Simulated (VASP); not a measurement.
Band structure of CdSe (space group P6_3mc). These are PBE GGA, VASP's PBE PAW potentials (set 64) (plane waves; VASP) values and carry that method's errors.

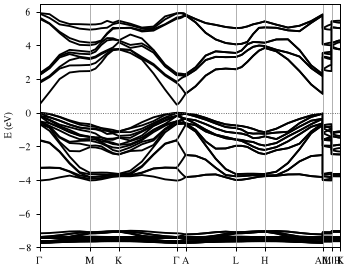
Bands along high-symmetry lines, zero at the valence-band maximum or, without a gap, the Fermi level

Read the plot: is there a gap, and where are the band edges?

The gap is direct, 0.49 eV, from the valence maximum at Γ to the conduction minimum at Γ.

The structure was generated: CdSe was put into an ordered model structure, which need not be its known phase. The cell was not relaxed at this level.
